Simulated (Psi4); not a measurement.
**C3H10Si (trimethylsilane): OMP2/cc-pVDZ (density fitting for correlation)**

Aim: the energy change on altering one bond length of C3H10Si (trimethylsilane) at OMP2/cc-pVDZ (density fitting for correlation), from 2 runs. 

The calculation is run with Psi4 1.11.

1 further run of the same task is left out (it didn't finish).

## Step 1: Starting point

The species is C3H10Si (14 atoms), meant as a singlet with charge 0. SMILES: `C[SiH](C)C`. The coordinates come from a PBE0-D4/def2-TZVP relaxation.

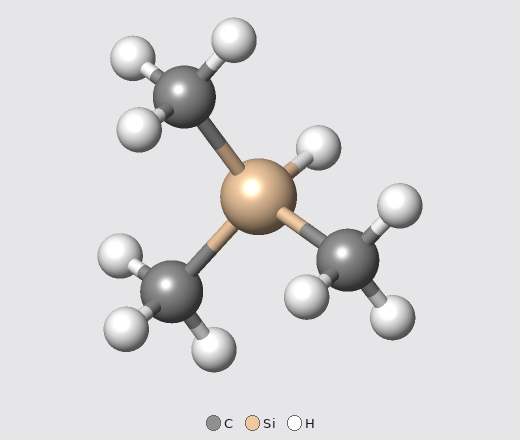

The structure, seen from a chosen angle (carbon grey, silicon light orange, hydrogen white).

## Step 2: The energy at OMP2/cc-pVDZ (density fitting for correlation)

The input, job.inp:

```
memory 1600 MB

molecule molecule1 {
  0 1
  C     -0.956800     1.082600    -1.038400
  Si    -0.338800    -0.014600     0.348900
  C      1.239400     0.684100     1.077800
  C     -0.051300    -1.756700    -0.277600
  H     -1.888100     0.697200    -1.460900
  H     -1.145900     2.098700    -0.683100
  H     -0.221600     1.141300    -1.845900
  H     -1.379500    -0.059300     1.420400
  H      2.029000     0.733500     0.322800
  H      1.601800     0.063500     1.901200
  H      1.081800     1.694100     1.464300
  H     -0.968800    -2.184000    -0.689800
  H      0.706900    -1.767300    -1.065700
  H      0.291900    -2.413100     0.526000
  units angstrom
  symmetry c1
  no_reorient
  no_com
}

set {
  basis           cc-pVDZ
  reference       rhf
  puream          true
  e_convergence   1e-09
  d_convergence   1e-08
  scf_type        pk
  num_frozen_docc 8
}

E, wfn = energy('omp2', return_wfn=True)
```

The run is started by

```console
$ psi4 -n 1 job.inp job.out
```

job.out:

```text
[...]
  Running in c1 symmetry.
[...]
  Nuclear repulsion =  175.332631854346999
[...]
  Multiplicity = 1
[...]
  Nalpha       = 21
  Nbeta        = 21
[...]
    Number of basis functions: 110
[...]
   @RHF iter   1:  -408.22126401237506   -6.67265e-01   4.59080e-03 DIIS/ADIIS
[...]
   @RHF iter   9:  -408.38782338558815   -1.60298e-11   7.41324e-09 DIIS
[...]
    Orbital Energies [Eh]
    ---------------------
    Doubly Occupied:
       1A    -68.756462     2A    -11.204242     3A    -11.204238
       4A    -11.204228     5A     -6.106536     6A     -4.212517
       7A     -4.212420     8A     -4.212420     9A     -0.966512
      10A     -0.922819    11A     -0.922806    12A     -0.646442
      13A     -0.572134    14A     -0.559467    15A     -0.559450
      16A     -0.539077    17A     -0.539059    18A     -0.527955
      19A     -0.436236    20A     -0.428648    21A     -0.428625
[...]
  @RHF Final Energy:  -408.38782338558815
   => Energetics <=
    Nuclear Repulsion Energy =            175.3326318543469995
    One-Electron Energy =                -909.1163297808564039
    Two-Electron Energy =                 325.3958745409212270
    Total Energy =                       -408.3878233855881490
[...]
 Multipole Moments:
 ------------------------------------------------------------------------------------
     Multipole            Electronic (a.u.)      Nuclear  (a.u.)        Total (a.u.)
 ------------------------------------------------------------------------------------
 L = 1.  Multiply by 2.5417464519 to convert [e a0] to [Debye]
 Dipole X            :          6.2935143           -6.1376415            0.1558728
 Dipole Y            :          0.2707237           -0.2641837            0.0065399
 Dipole Z            :         -6.4808963            6.3205670           -0.1603293
 Magnitude           :                                                    0.2237065
[...]
	Warning: cc_lambda option is changed to TRUE
	For this residual convergence, default PCG convergence is:     1.00e-07
[...]
	DF-MP2 Total Energy (a.u.)         :  -408.93390457434339
[...]
	DF-MP2 Total Energy (a.u.)         :  -408.93794039033037
[...]
	DF-OMP2 Total Energy (a.u.)        :  -408.93794039032895
[...]
```

Run time: 30 s. Hardware: 1 thread of Intel Xeon Platinum 8488C (Sapphire Rapids), shared host; peak memory 0.54 GiB.

## Step 3: The distorted shape at the same level

The input, job.in:

```
memory 1600 MB

molecule {
  0 1
  C     -1.049487     1.247157    -1.246466
  Si    -0.338800    -0.014600     0.348900
  C      1.239400     0.684100     1.077800
  C     -0.051300    -1.756700    -0.277600
  H     -1.980787     0.861757    -1.668966
  H     -1.238587     2.263257    -0.891166
  H     -0.314287     1.305857    -2.053966
  H     -1.379500    -0.059300     1.420400
  H      2.029000     0.733500     0.322800
  H      1.601800     0.063500     1.901200
  H      1.081800     1.694100     1.464300
  H     -0.968800    -2.184000    -0.689800
  H      0.706900    -1.767300    -1.065700
  H      0.291900    -2.413100     0.526000
  symmetry c1
  no_reorient
  no_com
}

set {
  basis cc-pVDZ
  puream true
  e_convergence 1e-09
  d_convergence 1e-08
  scf_type pk
  num_frozen_docc 8
}

e, wfn = energy('omp2', return_wfn=True)
print_variables()
```

The run is started by

```console
$ psi4 job.in job.out -n 1
```

job.out:

```text
[...]
  Running in c1 symmetry.
[...]
  Nuclear repulsion =  169.593818874540688
[...]
  Multiplicity = 1
[...]
  Nalpha       = 21
  Nbeta        = 21
[...]
    Number of basis functions: 110
[...]
   @RHF iter   1:  -408.21343489198171   -9.31349e-01   4.45244e-03 ADIIS/DIIS
[...]
   @RHF iter  10:  -408.37145562936951   -3.07523e-11   9.35207e-09 DIIS
[...]
    Orbital Energies [Eh]
    ---------------------
    Doubly Occupied:
       1A    -68.776971     2A    -11.215984     3A    -11.210054
       4A    -11.210046     5A     -6.122349     6A     -4.228592
       7A     -4.228508     8A     -4.227840     9A     -0.960479
      10A     -0.927084    11A     -0.906844    12A     -0.646657
      13A     -0.568506    14A     -0.562951    15A     -0.549485
      16A     -0.543172    17A     -0.532078    18A     -0.528117
      19A     -0.443113    20A     -0.435805    21A     -0.393702
[...]
  @RHF Final Energy:  -408.37145562936951
   => Energetics <=
    Nuclear Repulsion Energy =            169.5938188745406876
    One-Electron Energy =                -897.4938718401673441
    Two-Electron Energy =                 319.5285973362571212
    Total Energy =                       -408.3714556293695068
[...]
 Multipole Moments:
 ------------------------------------------------------------------------------------
     Multipole            Electronic (a.u.)      Nuclear  (a.u.)        Total (a.u.)
 ------------------------------------------------------------------------------------
 L = 1.  Multiply by 2.5417464519 to convert [e a0] to [Debye]
 Dipole X            :          7.9627974           -7.7140189            0.2487785
 Dipole Y            :         -2.6672310            2.5345252           -0.1327057
 Dipole Z            :         -2.7799097            2.7818772            0.0019674
 Magnitude           :                                                    0.2819671
[...]
	Warning: cc_lambda option is changed to TRUE
	For this residual convergence, default PCG convergence is:     1.00e-07
[...]
	DF-MP2 Total Energy (a.u.)         :  -408.91796847388798
[...]
	DF-MP2 Total Energy (a.u.)         :  -408.92214311821738
[...]
	DF-OMP2 Total Energy (a.u.)        :  -408.92214311821766
[...]
```

Run time: 32 s. Hardware: 1 thread of Intel Xeon Platinum 8488C (Sapphire Rapids), shared host; peak memory 0.55 GiB.

## Step 4: Outcome

Level: OMP2/cc-pVDZ (density fitting for correlation), 8 core orbitals frozen.

| quantity | value |
| --- | --- |
| first shape: total energy | -408.93794 Eh |
| first shape: HOMO energy (Hartree–Fock orbitals) | -11.66 eV |
| first shape: LUMO energy (Hartree–Fock orbitals) | 4.62 eV |
| first shape: HOMO–LUMO gap (Hartree–Fock orbitals) | 16.28 eV |
| first shape: correlation energy (8 core orbitals frozen) | -550.1 mEh |
| distorted shape: total energy | -408.92214 Eh |
| distorted shape: HOMO energy (Hartree–Fock orbitals) | -10.71 eV |
| distorted shape: LUMO energy (Hartree–Fock orbitals) | 4.60 eV |
| distorted shape: HOMO–LUMO gap (Hartree–Fock orbitals) | 15.31 eV |
| distorted shape: correlation energy (8 core orbitals frozen) | -550.7 mEh |
| energy change with the C1–Si2 bond stretched from 1.874 to 2.155 Å | 0.430 eV |

With the C1–Si2 bond stretched from 1.874 to 2.155 Å the energy rises by 0.43 eV (9.9 kcal/mol). The first shape isn't relaxed at this level, so the change isn't measured from a minimum.
